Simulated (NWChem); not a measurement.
## Energy and gradient calculation, with input and output: C₃H₆B (charge −1)

The run: energy and gradient calculation of C₃H₆B, charge −1, SMILES [BH3-]C1C=C1. Method and program: PBE0/pcseg-1, RKS (NWChem 7.3.0).

The geometry comes from this level: GFN2-xTB.

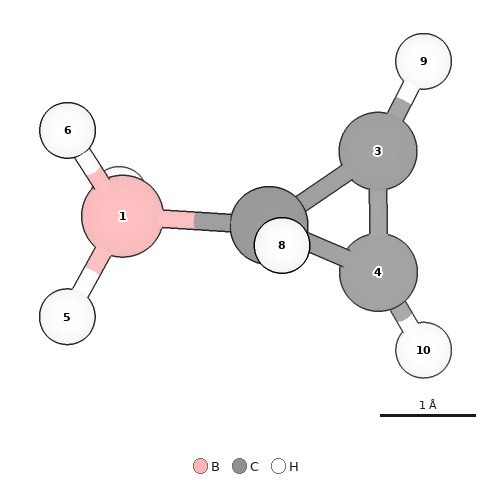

The input geometry (ball-and-stick view, seen at a tilt; atoms are numbered from 1 in the order of the input).

### The input
```python
from ase import Atoms
from ase.calculators.nwchem import NWChem

system = Atoms(['B', 'C', 'C', 'C', 'H', 'H', 'H', 'H', 'H', 'H'], positions=[
    [-1.076770, 0.672890, -0.527540],
    [-0.112890, -0.514120, 0.032550],
    [0.926250, -0.321210, 1.118730],
    [1.398970, -0.506280, -0.076040],
    [-1.387440, 0.438180, -1.693660],
    [-2.103130, 0.725060, 0.147380],
    [-0.499300, 1.755200, -0.470930],
    [-0.546270, -1.534550, 0.017800],
    [1.135880, -0.145260, 2.153590],
    [2.264690, -0.569920, -0.701880],
])

calc = NWChem(
    label='a',
    theory='dft',
    memory='2200 mb',
    basis='pcseg-1',
    basispar='spherical bse',
    charge=-1,
    dft={'xc': 'pbe0', 'mult': '1', 'grid': 'xfine', 'convergence': 'energy 1e-08', 'iterations': '100', 'mulliken': None},
)
system.calc = calc

forces = system.get_forces()
print("Total energy (eV):", round(system.get_potential_energy(), 6))
print("forces (eV/A):")
for s, f in zip(system.symbols, forces):
    print(f"{s:2s} {f[0]:10.5f} {f[1]:10.5f} {f[2]:10.5f}")
print("dipole (e A):", system.get_dipole_moment().round(4))
```

### File a.nwi
```
title "a"

permanent_dir a

scratch_dir a

start a

geometry units angstrom nocenter noautosym noautoz
  B  -1.0767700000000000e+00 6.7288999999999999e-01 -5.2754000000000001e-01
  C  -1.1289000000000000e-01 -5.1412000000000002e-01 3.2550000000000003e-02
  C  9.2625000000000002e-01 -3.2121000000000000e-01 1.1187300000000000e+00
  C  1.3989700000000000e+00 -5.0627999999999995e-01 -7.6039999999999996e-02
  H  -1.3874400000000000e+00 4.3818000000000001e-01 -1.6936599999999999e+00
  H  -2.1031300000000002e+00 7.2506000000000004e-01 1.4738000000000001e-01
  H  -4.9930000000000002e-01 1.7552000000000001e+00 -4.7093000000000002e-01
  H  -5.4627000000000003e-01 -1.5345500000000001e+00 1.7800000000000000e-02
  H  1.1358800000000000e+00 -1.4526000000000000e-01 2.1535899999999999e+00
  H  2.2646899999999999e+00 -5.6991999999999998e-01 -7.0187999999999995e-01
end

charge -1

memory 2200 mb

basis spherical bse noprint
   * library pcseg-1
end

dft
  xc pbe0
  mult 1
  grid xfine
  convergence energy 1e-08
  iterations 100
  mulliken
end

task dft gradient
```

Run on 1 thread of Intel Xeon @ 2.90GHz (Ice Lake), 16 GiB of memory available, shared host.

Command:
```bash
export ASE_NWCHEM_COMMAND="nwchem PREFIX.nwi > PREFIX.nwo"
python run.py
```

### Log
```
Total energy (eV): -3876.750105
forces (eV/A):
B     0.24240   -0.32540    0.14367
C    -0.31691    0.18476   -0.14856
C     0.14933   -0.29676   -0.54358
C    -0.29557   -0.05795    0.55140
H    -0.12305   -0.05163   -0.35245
H    -0.32992    0.02823    0.17849
H     0.16980    0.28364    0.02077
H    -0.05430   -0.03857   -0.01656
H     0.08109    0.22399    0.57598
H     0.47720    0.04967   -0.40917
dipole (e A): [ 0.8697 -0.5415  0.4263]
```

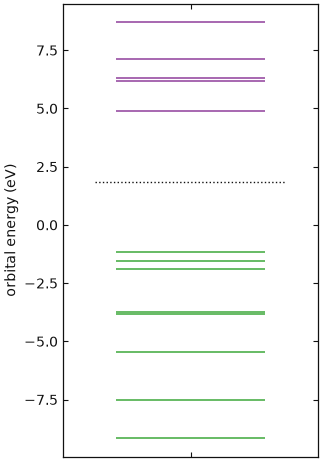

Orbital energies near the frontier; the dotted line parts filled from empty levels, and levels within 0.02 eV of each other stand side by side. Highest filled −1.17 eV, lowest empty 4.88 eV, 6.05 eV apart.

### Summary

| quantity | value |
| --- | --- |
| outcome | converged |
| total energy | −142.467940 hartree |
| basis functions | 86 |
| largest force | 0.637 eV/Å |
| HOMO | −1.17 eV |
| LUMO | 4.88 eV |
| wall time | 67 s |
| peak memory | 0.15 GiB |
